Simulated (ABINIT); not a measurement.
# Quasiparticle gap of TiO2 (Rutile) in ABINIT

Wanted: ground state, empty states, screening and self-energy for TiO2 (Rutile).

Program: ABINIT 10.8.3. Level of theory: PBE and many-body steps on it, plane waves. Results are calculated unless marked as measured.

**What was measured.**

- Gap 3.03 eV: experimental band gap, quoted; bulk crystal (quoted in “Polaron-induced phonon localization and stiffening in rutile TiO2”, 2016, arxiv:1612.05679).

- Gap 3.28 eV: optical bandgap after anatase to rutile transformation; spectroscopic ellipsometry; film (polycrystalline sol-gel film on Si(100), annealed at high temperature below 800 °C) (“Photocatalytic Performance of Sol-Gel Prepared TiO2 Thin Films Annealed at Various Temperatures”, 2023, pmc:10419699).

- Gap 3.05 eV: band gap; bulk crystal (literature experimental value) (quoted in “Hydrogen related defects in titanium dioxide at the interface to palladium”, 2021, arxiv:2112.05953).

- Gap 3.09 ± 0.06 eV: optical gap from Tauc plot assuming indirect allowed transition; UV/vis diffuse reflectance, Kubelka-Munk and Tauc analysis; film (30 nm ALD shell on quartz particles, grown at 200 C, annealed in air at 500 C; rutile-rich with some anatase) on SiO2 (quartz particles) (“Defect-Mediated Crystallization of the Particulate TiO2 Photocatalyst Grown by Atomic Layer Deposition”, 2024, pmc:11726664).

## Step 1: Set-up

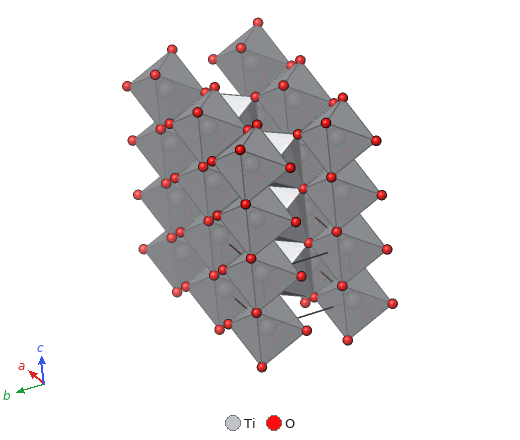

The cell as given, from a free direction (titanium light grey, oxygen red). 2×1×3 cells are drawn. Some periodic images of atoms are drawn too.

The cell and positions come from the Crystallography Open Database and are kept as given unless a step says otherwise.

## Step 2: Ground state

This step: ABINIT 10.8.3; DFT, PBE, plane waves, norm-conserving pseudopotentials.

The ground-state density comes first.

run.abi reads:

```
acell 3*1.0 Angstrom
rprim 
  4.592200000000 0.000000000000 0.000000000000
  0.000000000000 4.592200000000 0.000000000000
  0.000000000000 0.000000000000 2.957400000000
ntypat 2
znucl 22 8
natom 6
typat 1 1 2 2 2 2
xred 
  0.000000000000 0.000000000000 0.000000000000
  0.500000000000 0.500000000000 0.500000000000
  0.304960000000 0.304960000000 0.000000000000
  0.195040000000 0.804960000000 0.500000000000
  0.695040000000 0.695040000000 0.000000000000
  0.804960000000 0.195040000000 0.500000000000
pp_dirpath "pseudos"
pseudos "Ti.upf, O.upf"
ecut 38
ngkpt 4 4 8
nshiftk 1
shiftk 0 0 0
kptopt 1
chksymbreak 0
nband 31
occopt 1
tolvrs 1e-10
nstep 60
prtwf 0
indata_prefix "in"
outdata_prefix "out"
tmpdata_prefix "tmp"
```

The run is started by

```bash
$ OMP_NUM_THREADS=1 mpirun -n 8 abinit run.abi > log
```

Numbers of over 12 decimals in the logs are rounded to 6 here.

Log:

```text
.Version 10.8.3 of ABINIT. v10.8.2 released Aug 2026.

 Symmetries : space group P4_2/m n m (#136); Bravais tP (primitive tetrag.)
================================================================================
 Values of the parameters that define the memory need of the present run
     intxc =       0    ionmov =       0      iscf =       7    lmnmax =       6
     lnmax =       6     mgfft =      50  mpssoang =       3    mqgrid =    3001
     natom =       6  nloc_mem =       1    nspden =       1   nspinor =       1
    nsppol =       1      nsym =      16    n1xccc =    2501    ntypat =       2
    occopt =       1   xclevel =       2
-    mband =          31        mffmem =           1         mkmem =           4
       mpw =        4726          nfft =       80000          nkpt =          30
================================================================================
  Rough estimation (10% accuracy) of disk space for files :
================================================================================

--------------------------------------------------------------------------------
------------- Echo of variables that govern the present computation ------------
--------------------------------------------------------------------------------
 -outvars: echo values of preprocessed input variables --------
            acell      1.8897261259E+00  1.8897261259E+00  1.8897261259E+00 Bohr

      chksymbreak           0
             ecut      3.80000000E+01 Hartree
-          fftalg         312

              ixc     -101130
              kpt      0.00000000E+00  0.00000000E+00  0.00000000E+00
                       2.50000000E-01  0.00000000E+00  0.00000000E+00
                       5.00000000E-01  0.00000000E+00  0.00000000E+00
                       2.50000000E-01  2.50000000E-01  0.00000000E+00
                       5.00000000E-01  2.50000000E-01  0.00000000E+00
                       5.00000000E-01  5.00000000E-01  0.00000000E+00
                       0.00000000E+00  0.00000000E+00  1.25000000E-01
                       2.50000000E-01  0.00000000E+00  1.25000000E-01
                       5.00000000E-01  0.00000000E+00  1.25000000E-01
   [... 19 further rows ...]
                       5.00000000E-01  2.50000000E-01  5.00000000E-01
                       5.00000000E-01  5.00000000E-01  5.00000000E-01
         kptrlatt        4    0    0      0    4    0      0    0    8
          kptrlen      3.47120013E+01
P           mkmem           4
            natom           6
            nband          31
            ngfft          50      50      32
             nkpt          30
            nstep          60
             nsym          16
           ntypat           2
              occ      2.000000  2.000000  2.000000  2.000000  2.000000  2.000000
                       2.000000  2.000000  2.000000  2.000000  2.000000  2.000000
                       2.000000  2.000000  2.000000  2.000000  2.000000  2.000000
                       2.000000  2.000000  2.000000  2.000000  2.000000  2.000000
                       0.000000  0.000000  0.000000  0.000000  0.000000  0.000000
                       0.000000
            prtwf           0
            rprim      4.5922000000E+00  0.0000000000E+00  0.0000000000E+00
[...]
spgroup         136

           tolvrs      1.00000000E-10

             xred      0.0000000000E+00  0.0000000000E+00  0.0000000000E+00
[...]
znucl       22.00000    8.00000

================================================================================

 chkinp: Checking input parameters for consistency.

================================================================================
== DATASET  1 ==================================================================
-   mpi_nproc: 8, omp_nthreads: 1 (-1 if OMP is not activated)

--- !DatasetInfo
iteration_state: {dtset: 1, }
dimensions: {natom: 6, nkpt: 30, mband: 31, nsppol: 1, nspinor: 1, nspden: 1, mpw: 4726, }
cutoff_energies: {ecut:  38.0, pawecutdg:  -1.0, }
electrons: {nelect:   4.80000000E+01, charge:   0.00000000E+00, occopt:   1.00000000E+00, tsmear:   1.00000000E-02, }

 Real(R)+Recip(G) space primitive vectors, cartesian coordinates (Bohr,Bohr^-1):
 R(1)=  8.6780003  0.0000000  0.0000000  G(1)=  0.1152339  0.0000000  0.0000000
 R(2)=  0.0000000  8.6780003  0.0000000  G(2)=  0.0000000  0.1152339  0.0000000
 R(3)=  0.0000000  0.0000000  5.5886760  G(3)=  0.0000000  0.0000000  0.1789333
 Unit cell volume ucvol=  4.2087028E+02 bohr^3
 Angles (23,13,12)=  9.00000000E+01  9.00000000E+01  9.00000000E+01 degrees

 getcut: wavevector=  0.0000  0.0000  0.0000  ngfft=  50  50  32
         ecut(hartree)=     38.000   => boxcut(ratio)=   2.06340

--- Pseudopotential description ------------------------------------------------
- Ti Generated using ONCVPSP code by D. R. Hamann
- 22.00000  12.00000  171031                  znucl, zion, pspdat
12 -101130 2 -1 1586                          pspcod,pspxc,lmax,lloc,mmax
     nproj     2     2     2
  pspatm : epsatm=   14.68144553
         --- l  ekb(1:nproj) -->
[...]
pspatm: atomic psp has been read  and splines computed

- O Generated using ONCVPSP code by D. R. Hamann
-  8.00000   6.00000  171031                  znucl, zion, pspdat
[...]
ETOT 12  -185.20999351226    -6.887E-10 4.657E-04 1.733E-08
 ETOT 13  -185.20999351228    -2.390E-11 8.106E-04 1.246E-08
 ETOT 14  -185.20999351229    -4.320E-12 4.243E-04 1.891E-10
 ETOT 15  -185.20999351229    -3.041E-12 8.204E-04 1.068E-10
 ETOT 16  -185.20999351229     5.741E-12 4.645E-04 6.879E-12

 At SCF step   16       vres2   =  6.88E-12 < tolvrs=  1.00E-10 =>converged.

 Cartesian components of stress tensor (hartree/bohr^3)
  sigma(1 1)= -1.53689884E-04  sigma(3 2)=  0.00000000E+00
  sigma(2 2)= -1.53689884E-04  sigma(3 1)=  0.00000000E+00
  sigma(3 3)= -1.27535566E-04  sigma(2 1)=  0.00000000E+00

--- !ResultsGS
iteration_state: {dtset: 1, }
comment   : Summary of ground state results
lattice_vectors:
- [  8.6780003,   0.0000000,   0.0000000, ]
- [  0.0000000,   8.6780003,   0.0000000, ]
- [  0.0000000,   0.0000000,   5.5886760, ]
lattice_lengths: [   8.67800,    8.67800,    5.58868, ]
lattice_angles: [ 90.000,  90.000,  90.000, ] # degrees, (23, 13, 12)
lattice_volume:   4.2087028E+02
convergence: {deltae:  5.741E-12, res2:  6.879E-12, residm:  4.645E-04, diffor: null, }
etotal    :  -1.85209994E+02
entropy   :   0.00000000E+00
fermie    :   2.07992628E-01
cartesian_stress_tensor: # hartree/bohr^3
- [ -1.53689884E-04,   0.00000000E+00,   0.00000000E+00, ]
- [  0.00000000E+00,  -1.53689884E-04,   0.00000000E+00, ]
- [  0.00000000E+00,   0.00000000E+00,  -1.27535566E-04, ]
pressure_GPa:   4.2652E+00
xred      :
- [  0.0000E+00,   0.0000E+00,   0.0000E+00, Ti]
- [  5.0000E-01,   5.0000E-01,   5.0000E-01, Ti]
- [  3.0496E-01,   3.0496E-01,   0.0000E+00,  O]
- [  1.9504E-01,   8.0496E-01,   5.0000E-01,  O]
- [  6.9504E-01,   6.9504E-01,   0.0000E+00,  O]
- [  8.0496E-01,   1.9504E-01,   5.0000E-01,  O]
cartesian_forces: # hartree/bohr
- [ -0.00000000E+00,  -0.00000000E+00,  -0.00000000E+00, ]
- [ -0.00000000E+00,  -0.00000000E+00,  -0.00000000E+00, ]
- [ -1.19859205E-03,  -1.19859205E-03,  -0.00000000E+00, ]
- [  1.19859205E-03,  -1.19859205E-03,  -0.00000000E+00, ]
- [  1.19859205E-03,   1.19859205E-03,  -0.00000000E+00, ]
- [ -1.19859205E-03,   1.19859205E-03,  -0.00000000E+00, ]
force_length_stats: {min:   0.00000000E+00, max:   1.69506513E-03, mean:   1.13004342E-03, }

 Integrated electronic density in atomic spheres:
 ------------------------------------------------
 Atom  Sphere_radius  Integrated_density
[...]
================================================================================

 ----iterations are completed or convergence reached----

 Mean square residual over all n,k,spin=   13.560E-07; max=  46.447E-05
 reduced coordinates (array xred) for    6 atoms
[...]
0.500000000000      0.500000000000      0.500000000000
       0.304960000000      0.304960000000      0.000000000000
       0.195040000000      0.804960000000      0.500000000000
       0.695040000000      0.695040000000      0.000000000000
       0.804960000000      0.195040000000      0.500000000000
 rms dE/dt=  6.9343E-03; max dE/dt=  1.0401E-02; dE/dt below (all hartree)
    1       0.000000000000      0.000000000000      0.000000000000
    2       0.000000000000      0.000000000000      0.000000000000
    3       0.010401382186      0.010401382186      0.000000000000
    4      -0.010401382186      0.010401382186      0.000000000000
    5      -0.010401382186     -0.010401382186      0.000000000000
    6       0.010401382186     -0.010401382186      0.000000000000

 cartesian coordinates (angstrom) at end:
    1      0.000000     0.000000     0.000000
    2      2.296100     2.296100     1.478700
    3      1.400437     1.400437     0.000000
    4      0.895663     3.696537     1.478700
[...]
cartesian forces (hartree/bohr) at end:
[...]
frms,max,avg= 7.9906137E-04 1.1985920E-03   0.000E+00  0.000E+00  0.000E+00 h/b

 cartesian forces (eV/Angstrom) at end:
[...]
2     -0.000000    -0.000000    -0.000000
    3     -0.061634    -0.061634    -0.000000
    4      0.061634    -0.061634    -0.000000
    5      0.061634     0.061634    -0.000000
    6     -0.061634     0.061634    -0.000000
 frms,max,avg= 4.1089388E-02 6.1634081E-02   0.000E+00  0.000E+00  0.000E+00 e/A
 length scales=  1.889726125908  1.889726125908  1.889726125908 bohr
              =  1.000000000000  1.000000000000  1.000000000000 angstroms
 prteigrs : about to open file out_EIG
 Fermi (or HOMO) energy (hartree) =   0.20799   Average Vxc (hartree)=  -0.42239
 Eigenvalues (hartree) for nkpt=  30  k points:
 kpt#   1, nband= 31, wtk=  0.00781, kpt=  0.0000  0.0000  0.0000 (reduced coord)
  -1.88167   -1.88104   -1.01196   -1.01196   -1.00585   -1.00585   -1.00431   -1.00306
  -0.45917   -0.41623   -0.38859   -0.38859   -0.00405    0.01113    0.02781    0.06715
   0.06715    0.11434    0.11434    0.13502    0.18181    0.19139    0.19139    0.20799
   0.27843    0.28955    0.29815    0.30160    0.30160    0.37163    0.37784
 prteigrs : prtvol=0 or 1, do not print more k-points.

--- !EnergyTerms
iteration_state     : {dtset: 1, }
comment             : Components of total free energy in Hartree
kinetic             :  9.00957221993542E+01
hartree             :  4.27092651041187E+01
xc                  : -3.41695358225664E+01
Ewald energy        : -1.32190796511257E+02
psp_core            :  6.17517158894087E+00
local_psp           : -1.49407088145961E+02
non_local_psp       : -8.42273192491491E+00
total_energy        : -1.85209993512286E+02
total_energy_eV     : -5.03982067007844E+03
band_energy         : -2.04926177773450E+01

 Cartesian components of stress tensor (hartree/bohr^3)
  sigma(1 1)= -1.53689884E-04  sigma(3 2)=  0.00000000E+00
  sigma(2 2)= -1.53689884E-04  sigma(3 1)=  0.00000000E+00
  sigma(3 3)= -1.27535566E-04  sigma(2 1)=  0.00000000E+00

-Cartesian components of stress tensor (GPa)         [Pressure=  4.2652E+00 GPa]
- sigma(1 1)= -4.52171250E+00  sigma(3 2)=  0.00000000E+00
- sigma(2 2)= -4.52171250E+00  sigma(3 1)=  0.00000000E+00
- sigma(3 3)= -3.75222591E+00  sigma(2 1)=  0.00000000E+00

== END DATASET(S) ==============================================================
================================================================================

 -outvars: echo values of variables after computation  --------
           etotal     -1.8520999351E+02
            nband          31
             nkpt          30
          spgroup         136
 [... the other variables as echoed above ...]

 Calculation completed.
```

The job ended after 33 s (8 MPI ranks of Arm Neoverse V2, shared host; peak memory 0.64 GiB; 4.3 min of CPU time).

Numbers from this step:

```yaml
total_energy: -5039.8207 eV
gap: 1.917 eV
k_of_the_valence_top: 0, 0, 0
k_of_the_conduction_bottom: 0, 0, 0
least_direct_gap: 1.917 eV
pressure: 4.265 GPa
```

The gap is direct, at Γ.

The cutoff was set for levels, not for stress, so the pressure can be off by some GPa.

[end of part 1 of 3]

[Paths, hosts, dates, memory and timing lines, banners, echoed tables and standing remarks are left out of the program output.]

[Logs are printed without paths, hosts, clocks, repeated set-up lines and the standing remarks that a program may print on its own settings, such as how far it seeks lower states.]

[Runs of the session that timed out or met a known fault of the program may be left out.]

[Hosts, paths, dates, database ids (printed as entryN), source tags and the programs' standing remarks are cut or masked in the printed files.]

[G0W0 gaps are taken among the corrected bands and points alone; a level outside them can change the order at an edge.]

[Where Ansatz stands beside ABINIT at settings called matched, ABINIT's density can come from a denser mesh and the files from another edition; pairs whose starting gaps differed by over 0.03 eV were left out, so agreement reads better than it is.]
